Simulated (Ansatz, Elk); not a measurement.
# How far do independent atoms describe NaAgBr3?

Structure refinements treat a crystal as free atoms side by side. For a made-up structure of NaAgBr3 (cell and positions from a r2SCAN relaxation) the runs below show what the calculated density changes in F(hkl).

Main program and level: Elk 11.2.3 (patched build); DFT, PBE, all-electron APW+lo, Dirac cores, scalar-relativistic bands, static density, no spin.

The structure was built from a prototype and need not be the compound's stable phase.

### 1. Starting point

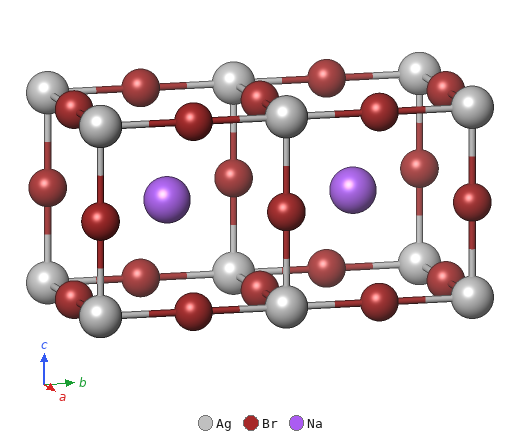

Start, viewed slightly off an axis; silver light grey, bromine red, sodium purple. 1×2×1 cells are drawn. Some periodic images of atoms are drawn too.

### 2. Ground state and structure factors

An all-electron density is needed, since X-rays see the cores too. Task 0 finds the density and task 195 Fourier-transforms it; tshift is off so that phases refer to the origin typed.

elk.in reads:

```
tasks
  0
  195

xctype
  20

spinpol
  .false.

rgkmax
  7.0

gmaxvr
  14.0

lmaxo
  7

lmaxapw
  8

swidth
  0.002

tshift
  .false.

ramdisk
  .false.

hmaxvr
  5.5

maxscl
  120

epspot
  1e-06

sppath
  './'

avec
  10.05122617772 0.00000000000 0.00000000000
  0.00000000000 10.05122617772 -0.00000000000
  0.00000000000 -0.00000000000 10.05122617772

atoms
  3
  'Ag.in'
  1
  -0.0000000000 0.0000000000 -0.0000000000   0.000000 0.000000 0.000000
  'Br.in'
  3
  -0.0000000000 0.5000000000 -0.0000000000   0.000000 0.000000 0.000000
  -0.0000000000 0.0000000000 0.5000000000   0.000000 0.000000 0.000000
  0.5000000000 0.0000000000 -0.0000000000   0.000000 0.000000 0.000000
  'Na.in'
  1
  0.5000000000 0.5000000000 0.5000000000   0.000000 0.000000 0.000000

ngridk
  4 4 4
```

Run with:

```console
> OMP_NUM_THREADS=4 elk
```

Numbers of over 12 decimals in the logs are rounded to 6 here.

Log:

```text
┌─────────────────────────┐
│ Elk code version 11.2.3 │
└─────────────────────────┘

All units are atomic (Hartree, Bohr, etc.)

┌─────────────────────────────────────────────────┐
│ Ground-state run starting from atomic densities │
└─────────────────────────────────────────────────┘

Lattice vectors :
   10.05122618       0.000000000       0.000000000
   0.000000000       10.05122618      -0.000000000
   0.000000000      -0.000000000       10.05122618

Reciprocal lattice vectors :
  0.6251162989      -0.000000000      -0.000000000
  -0.000000000      0.6251162989       0.000000000
  -0.000000000       0.000000000      0.6251162989

Unit cell volume      :    1015.446711
Brillouin zone volume :   0.2442769381

Muffin-tin inner radius fraction :   0.1000000000E-01

Nuclei treated as point charges

Species : 1 (Ag)
 parameters loaded from : Ag.in
 name : silver
 nuclear charge    :   -47.00000000
 electronic charge :    47.00000000
 atomic mass :    196631.6998
 muffin-tin radius :    2.587318806
 number of radial points in muffin-tin :   1193
 inner part over the whole radius :   0.9883490086E-02
 number on inner part of muffin-tin    :    849
 approximate nuclear radius :   0.8648227117E-04
 number of mesh points to nuclear radius :    425
 atomic positions (lattice), magnetic fields (Cartesian) :
  1 :   0.00000000  0.00000000  0.00000000    0.00000000  0.00000000  0.00000000

Species : 2 (Br)
 parameters loaded from : Br.in
 name : bromine
 nuclear charge    :   -35.00000000
 electronic charge :    35.00000000
 atomic mass :    145656.0816
 muffin-tin radius :    2.388294283
 number of radial points in muffin-tin :    993
 inner part over the whole radius :   0.9948221205E-02
 number on inner part of muffin-tin    :    703
 approximate nuclear radius :   0.7858070945E-04
 number of mesh points to nuclear radius :    344
 atomic positions (lattice), magnetic fields (Cartesian) :
  1 :   0.00000000  0.50000000  0.00000000    0.00000000  0.00000000  0.00000000
  2 :   0.00000000  0.00000000  0.50000000    0.00000000  0.00000000  0.00000000
  3 :   0.50000000  0.00000000  0.00000000    0.00000000  0.00000000  0.00000000

Species : 3 (Na)
 parameters loaded from : Na.in
 name : sodium
 nuclear charge    :   -11.00000000
 electronic charge :    11.00000000
 atomic mass :    41907.78703
 muffin-tin radius :    2.200000000
 number of radial points in muffin-tin :    793
 inner part over the whole radius :   0.9883648912E-02
 number on inner part of muffin-tin    :    551
 approximate nuclear radius :   0.5574345702E-04
 number of mesh points to nuclear radius :    238
 atomic positions (lattice), magnetic fields (Cartesian) :
  1 :   0.50000000  0.50000000  0.50000000    0.00000000  0.00000000  0.00000000

Total number of atoms per unit cell :    5
Total muffin-tin volume :    288.3404347
 ratio of muffin-tin to unit cell volume :   0.2839542749

Spin treatment :
 spin-unpolarised

Number of Bravais lattice symmetries :   48
Number of crystal symmetries         :   48
Crystal has inversion symmetry
Real symmetric eigensolver will be used

k-point grid :      4     4     4
k-point offset :    0.000000000       0.000000000       0.000000000
k-point set is reduced with full crystal symmetry group
Total number of k-points :       10

Muffin-tin radius times maximum |G+k| :    7.000000000
 using average radius
Maximum |G+k| for APW functions       :    2.928330781
Maximum (1/2)|G+k|²                   :    4.287560580
Maximum |G| for potential and density :    14.00000000
Constant for pseudocharge density :    9
 order of it for each species :   16  16  16
 order of it for pair densities of each species (exact exchange by exxq0 0: 17) :   11  10   7
Radial integration step length :    1

G-vector grid sizes :     45    45    45
Number of G-vectors :    47089

Maximum angular momentum used for
 APW functions            :    8
 outer part of muffin-tin :    7
 inner part of muffin-tin :    2

Total nuclear charge    :   -163.0000000
[...]
xc potential                :     -575.88182810286
 exchange                    :     -432.38444968075
 correlation                 :     -8.056049
 electron entropic           :    -0.48440071329056E-03
 total energy                :     -13300.870352128

Density of states at Fermi energy :    37.31838527
 (states/Hartree/unit cell)

Estimated indirect band gap :   0.1284849892E-01
 from k-point 9 to k-point 5
Estimated direct band gap   :   0.2780515236E-01
 at k-point 8

Charges :
 core                        :    84.00000000
 valence                     :    79.00000000
 interstitial                :    6.955544590
 muffin-tins (core leakage)
  species : 1 (Ag)
   atom 1                    :    45.45844365     ( -0.3316472039E-06)
  species : 2 (Br)
[...]
species : 3 (Na)
[...]
total in muffin-tins        :    156.0444554
 total calculated charge     :    162.9990257
 total charge                :    163.0000000
 error                       :   0.9743341395E-03

RMS change in Kohn-Sham potential (target) :   0.4193194251     (  0.1000000000E-05)
Absolute change in total energy (target)   :   0.3826627100     (  0.1000000000E-03)

[... loops 3 to 14 left out ...]

┌──────────────────┐
│ Loop number : 15 │
└──────────────────┘

Energies :
 Fermi                       :     0.34626185357537E-01
 sum of occupied eigenvalues :     -7825.1002484368
 electron kinetic            :      13743.761773770
 core electron kinetic       :      12787.115771786
 Coulomb                     :     -26602.810079964
 Coulomb potential           :     -20994.901366559
 nuclear-nuclear             :     -1215.8309130772
 electron-nuclear            :     -29801.584112391
 Hartree                     :      4414.6049455036
 Madelung                    :     -16105.359396685
 xc potential                :     -573.96065564798
 exchange                    :     -432.68085391619
 correlation                 :     -8.060633
 electron entropic           :    -0.56845036720921E-03
 total energy                :     -13299.790361449

Density of states at Fermi energy :    41.34726311
 (states/Hartree/unit cell)

Estimated indirect band gap :   0.1211785935E-01
 from k-point 4 to k-point 5
Estimated direct band gap   :   0.2163692195E-01
 at k-point 8

Charges :
 core                        :    84.00000000
 valence                     :    79.00000000
 interstitial                :    6.850051353
 muffin-tins (core leakage)
  species : 1 (Ag)
[...]
species : 2 (Br)
[...]
species : 3 (Na)
[...]
total in muffin-tins        :    156.1499486
 total calculated charge     :    162.9989074
 total charge                :    163.0000000
 error                       :   0.1092594259E-02

RMS change in Kohn-Sham potential (target) :   0.5113390691E-07 (  0.1000000000E-05)
Absolute change in total energy (target)   :   0.2524644697E-04 (  0.1000000000E-03)

Convergence targets achieved

┌──────────────────┐
│ Loop number : 16 │
└──────────────────┘

Energies :
 Fermi                       :     0.34626177138282E-01
 sum of occupied eigenvalues :     -7825.1002480832
 electron kinetic            :      13743.761775229
 core electron kinetic       :      12787.115772640
 Coulomb                     :     -26602.810080279
 Coulomb potential           :     -20994.901367420
 nuclear-nuclear             :     -1215.8309130772
 electron-nuclear            :     -29801.584112024
 Hartree                     :      4414.6049448226
 Madelung                    :     -16105.359396569
 xc potential                :     -573.96065589194
 exchange                    :     -432.68085388435
 correlation                 :     -8.060633
 electron entropic           :    -0.56845044615748E-03
 total energy                :     -13299.790360277

Density of states at Fermi energy :    41.34726736
 (states/Hartree/unit cell)

Estimated indirect band gap :   0.1211785764E-01
 from k-point 4 to k-point 5
Estimated direct band gap   :   0.2163691912E-01
 at k-point 8

Charges :
 core                        :    84.00000000
 valence                     :    79.00000000
 interstitial                :    6.850051408
 muffin-tins (core leakage)
  species : 1 (Ag)
[...]
species : 2 (Br)
[...]
atom 2                    :    33.44952418     (  0.2478028317E-04)
   atom 3                    :    33.44952418     (  0.2478028317E-04)
  species : 3 (Na)
   atom 1                    :    9.948479086     ( -0.9715865668E-07)
 total in muffin-tins        :    156.1499486
 total calculated charge     :    162.9989074
 total charge                :    163.0000000
 error                       :   0.1092594432E-02

┌──────────────────────────────┐
│ Self-consistent loop stopped │
└──────────────────────────────┘

Wrote STATE.OUT
```

Elapsed: 16 s, on 4 threads of AMD EPYC 9B45 (Zen 5), shared host; peak memory 0.25 GiB.

SFACRHO.OUT:

```text

h k l indices transformed by vhmat matrix:
   1.000000000       0.000000000       0.000000000    
   0.000000000       1.000000000       0.000000000    
   0.000000000       0.000000000       1.000000000    

      h      k      l  multipl.   |H|            Re(F)            Im(F)           |F|

      0      0      0      1   0.0000000       163.00000      0.52090269E-15   163.00000    
      0      0      1      6  0.62511630       67.209523      0.54338725E-14   67.209523    
      0     -1      1     12  0.88404795       20.026717     -0.18548093E-14   20.026717    
     -1     -1     -1      8   1.0827332      -57.268281     -0.13365498E-13   57.268281    
      0      0     -2      6   1.2502326       132.16636      0.93761479E-14   132.16636    
     -1     -2      0     24   1.3978025       56.541964      0.35127020E-15   56.541964    
     -2      1      1     24   1.5312160       17.767863      0.14783508E-13   17.767863    
     -2      2      0     12   1.7680959       116.60135      0.30203866E-14   116.60135    
     -2      1     -2     24   1.8753489       50.638288      0.12633629E-13   50.638288    
     -3      0      0      6   1.8753489       50.426328     -0.67089026E-13   50.426328    
      0      3     -1     24   1.9767913       15.429610      0.34457067E-13   15.429610    
      3     -1      1     24   2.0732762      -45.191144      0.64783921E-13   45.191144    
      2      2      2      8   2.1654664       106.49454     -0.21890547E-13   106.49454    
      0      3     -2     24   2.2538889       46.641855      0.63143614E-13   46.641855    
     -3      1      2     48   2.3389710       13.748797     -0.47585151E-13   13.748797    
      4      0      0      6   2.5004652       99.047272     -0.13608429E-13   99.047272    
     -1      0      4     24   2.5774205       43.904864     -0.11062645E-13   43.904864    
      2     -3     -2     24   2.5774205       43.794761     -0.57606614E-13   43.794761
```

Elk indexes on the primitive cell of elk.in and gives |H| = 4π sin θ/λ in inverse bohr. Below, one row stands for each form hkl of the conventional cell (m members, Friedel mates merged), F is for one primitive cell and the density is static (no thermal factor). Free-atom factors are Waasmaier and Kirfel's, and R is Σm||F|−|F'||/Σm|F|.

```tsv
hkl	m	sin θ/λ (Å⁻¹)	abs F, DFT	neutral atoms	diff.	ions	diff.
100	6	0.094	67.210	67.131	+0.079	66.683	+0.526
110	12	0.133	20.027	20.493	-0.466	19.610	+0.417
111	8	0.163	57.268	56.873	+0.396	57.414	-0.146
200	6	0.188	132.166	132.244	-0.078	131.917	+0.249
210	24	0.210	56.542	56.635	-0.093	56.379	+0.163
211	24	0.230	17.768	17.810	-0.042	17.781	-0.013
220	12	0.266	116.601	116.852	-0.251	116.701	-0.100
221	24	0.282	50.638	50.717	-0.078	50.657	-0.019
300	6	0.282	50.426	50.717	-0.290	50.657	-0.231
310	24	0.297	15.430	15.527	-0.098	15.603	-0.174
311	24	0.312	45.191	45.338	-0.147	45.193	-0.002
222	8	0.326	106.495	106.707	-0.212	106.648	-0.153
320	24	0.339	46.642	46.756	-0.114	46.767	-0.125
321	48	0.352	13.749	13.722	+0.027	13.820	-0.071
400	6	0.376	99.047	99.130	-0.082	99.129	-0.082
410	24	0.388	43.905	43.809	+0.096	43.857	+0.048
322	24	0.388	43.795	43.809	-0.014	43.857	-0.062
330	12	0.399	12.382	12.339	+0.042	12.436	-0.054
```

The ions are Na+, Ag2+ and Br−, by formal charge.

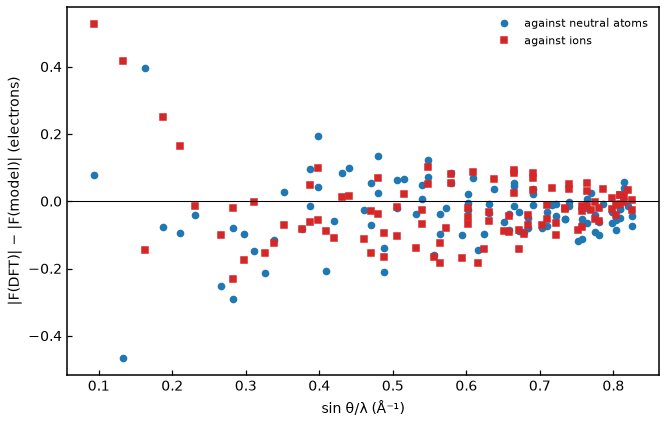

Difference between the calculated structure factors and the independent-atom ones.

### 3. The highest occupied states alone

An energy window below the Fermi level keeps the highest occupied states, to see at which angles they scatter; shallow core shells can lie inside it and anion s states outside. No new self-consistency is needed.

Edit elk.in of step 2 so:

```diff
@@ -1,3 +1,2 @@
 tasks
-  0
   195
@@ -40,2 +39,5 @@
 
+wsfac
+  -0.516610 0.334630
+
 sppath
```

Run with:

```console
> OMP_NUM_THREADS=4 elk
```

Log:

```text
┌─────────────────────────────────┐
│ Elk code version 11.2.3 started │
└─────────────────────────────────┘

Info(readinput): the functional depends on the density's gradient
 muffin-tin radial points multiplied by    2.00000
 (not where nrmtscf is given)

┌────────────────────┐
│ Current task : 195 │
└────────────────────┘
Info(checkmt): changed muffin-tin radius of species 1 (Ag) from   2.6000 to   2.5873
Info(checkmt): changed muffin-tin radius of species 2 (Br) from   2.4000 to   2.3883

Info(sfacrho): density structure factors written to SFACRHO.OUT

 Energy window :  -0.5166100000      0.3346300000

┌──────────────────┐
│ Elk code stopped │
└──────────────────┘
```

Run time: 7.6 s. Hardware: 4 threads; peak memory 0.17 GiB.

States within 15 eV below the Fermi level hold 33.00 electrons; any levels below the window count with the cores. Their amplitudes can exceed the total, where window and core parts have opposite phase:

```tsv
hkl	sin θ/λ (Å⁻¹)	abs F, window	abs F, all
100	0.094	14.014	67.210
110	0.133	3.303	20.027
111	0.163	2.564	57.268
200	0.188	11.943	132.166
210	0.210	6.345	56.542
211	0.230	3.053	17.768
220	0.266	4.688	116.601
221	0.282	3.099	50.638
300	0.282	2.882	50.426
310	0.297	2.181	15.430
```

### 4. Another functional

The difference from free atoms is small, so it is set against the change that LDA (Perdew-Wang) makes.

Edit elk.in of step 3 so:

```diff
@@ -1,2 +1,3 @@
 tasks
+  0
   195
@@ -4,3 +5,3 @@
 xctype
-  20
+  3
 
@@ -39,5 +40,2 @@
 
-wsfac
-  -0.516610 0.334630
-
 sppath
```

Run with:

```console
> OMP_NUM_THREADS=4 elk
```

Log:

```text
┌─────────────────────────┐
│ Elk code version 11.2.3 │
└─────────────────────────┘

All units are atomic (Hartree, Bohr, etc.)

┌─────────────────────────────────────────────────┐
│ Ground-state run starting from atomic densities │
└─────────────────────────────────────────────────┘

Lattice vectors :
   10.05122618       0.000000000       0.000000000
   0.000000000       10.05122618      -0.000000000
   0.000000000      -0.000000000       10.05122618

Reciprocal lattice vectors :
  0.6251162989      -0.000000000      -0.000000000
[...]
interstitial                :    6.908317618
 muffin-tins (core leakage)
  species : 1 (Ag)
[...]
species : 2 (Br)
[...]
atom 3                    :    33.42643256     (  0.1903120969E-04)
  species : 3 (Na)
   atom 1                    :    9.948826162     ( -0.1555072446E-05)
 total in muffin-tins        :    156.0916824
 total calculated charge     :    162.9989282
 total charge                :    163.0000000
 error                       :   0.1071774563E-02

┌──────────────────────────────┐
│ Self-consistent loop stopped │
└──────────────────────────────┘

Wrote STATE.OUT
[key lines of the parts left out:]
total energy                :     -13284.354460721
```

Run time: 9.4 s. Hardware: 4 threads; peak memory 0.19 GiB.

Against the first run R = 0.05 %; the largest change is -0.063 at 531.

### 5. Basis size

The basis and the expansions that go with it are enlarged, to see whether the differences are converged.

Edit elk.in of step 4 so:

```diff
@@ -5,3 +5,3 @@
 xctype
-  3
+  20
 
@@ -11,12 +11,12 @@
 rgkmax
-  7.0
+  8.5
 
 gmaxvr
-  14.0
+  18.0
 
 lmaxo
-  7
+  9
 
 lmaxapw
-  8
+  10
```

Run with:

```console
> OMP_NUM_THREADS=4 elk
```

Log:

```text
┌─────────────────────────┐
│ Elk code version 11.2.3 │
└─────────────────────────┘

All units are atomic (Hartree, Bohr, etc.)

┌─────────────────────────────────────────────────┐
│ Ground-state run starting from atomic densities │
└─────────────────────────────────────────────────┘

Lattice vectors :
   10.05122618       0.000000000       0.000000000
   0.000000000       10.05122618      -0.000000000
   0.000000000      -0.000000000       10.05122618

Reciprocal lattice vectors :
  0.6251162989      -0.000000000      -0.000000000
[...]
interstitial                :    6.829273054
 muffin-tins (core leakage)
  species : 1 (Ag)
[...]
species : 2 (Br)
[...]
atom 3                    :    33.45286266     (  0.2478809687E-04)
  species : 3 (Na)
   atom 1                    :    9.950380018     ( -0.9715865756E-07)
 total in muffin-tins        :    156.1707269
 total calculated charge     :    163.0000558
 total charge                :    163.0000000
 error                       :   0.5581765606E-04

┌──────────────────────────────┐
│ Self-consistent loop stopped │
└──────────────────────────────┘

Wrote STATE.OUT
[key lines of the parts left out:]
total energy                :     -13299.803627376
```

It took 35 s on 4 threads; peak memory 0.51 GiB.

Against the first run R = 0.01 %; the largest change is -0.012 at 422.

### 6. Settings against the effect

```tsv
run	R against the first run (%)	R against neutral atoms, low angle (%)	wall time
PBE, rgkmax 7	0.00	0.31	16 s
LDA (Perdew-Wang)	0.05	0.34	9.4 s
rgkmax 8.5 with larger expansions	0.01	0.31	35 s
```

### 7. Outcome

* R against neutral atoms, sin θ/λ < 0.3 Å⁻¹: 0.31 %
* R against neutral atoms, 0.3 to 0.82 Å⁻¹: 0.21 %
* R against ions, below 0.3 Å⁻¹: 0.32 %

What this shows: Independent neutral atoms miss the calculated amplitudes by R = 0.31 % below 0.3 Å⁻¹ and 0.21 % from there to 0.82 Å⁻¹; by shells, 0.94 % below 0.15 Å⁻¹ (2 forms), 0.25 % 0.15 to 0.3 (8 forms), 0.25 % 0.3 to 0.45 (13 forms), 0.20 % above 0.45 (80 forms). Bonding, aspherical density and the tables' own atoms all enter these figures, and the runs don't part them. The largest change of an amplitude is -0.47 electrons, at 110. Formal ions give R = 0.32 % at low angle, no better and no worse than neutral atoms. The window's part falls from 33.0 electrons at the origin to at most 0.58 between 0.45 and 0.82 Å⁻¹. Below 0.3 Å⁻¹ the changes that finished (LDA (Perdew-Wang) and rgkmax 8.5 with larger expansions) move F by R = 0.04 % at most, against the 0.31 % that separates it from free atoms. The k-mesh has no finished test. These runs have no spin, though d or f shells may be open. The electron count is odd, so without spin the run is a metal by force. Part of the difference isn't bonding: the tables are fits to free atoms and ions calculated by other methods than this functional. Thermal motion, anomalous dispersion and extinction are left out.

[Logs are printed without paths, hosts, clocks, repeated set-up lines and the standing remarks that a program may print on its own settings, such as how far it seeks lower states.]

[Hosts, paths, dates, database ids (printed as entryN), source tags and the programs' standing remarks are cut or masked in the printed files.]
